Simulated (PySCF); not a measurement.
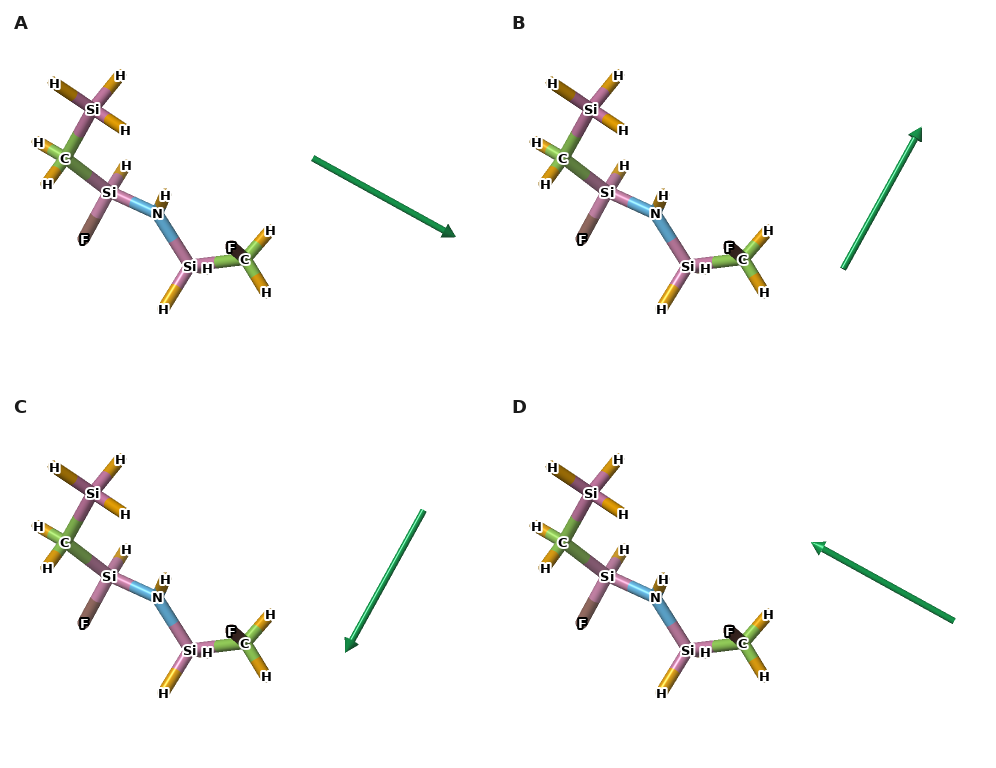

The same molecule four times, each with an arrow. The computed structure is the end point of a GFN2-xTB optimisation. No frequency run is at hand to confirm it as a minimum. Properties computed with PBE0/pcSseg-1, gas phase (PySCF 2.14.0).

Which arrow points along the dipole moment, from the negative to the positive end?

Answer. B. The dipole moment is 1.21 D.

The geometry is semi-empirical. Around Si such bond lengths and angles can be off by a tenth of an ångström or more and by several degrees, and values that hang on the shape move with them.
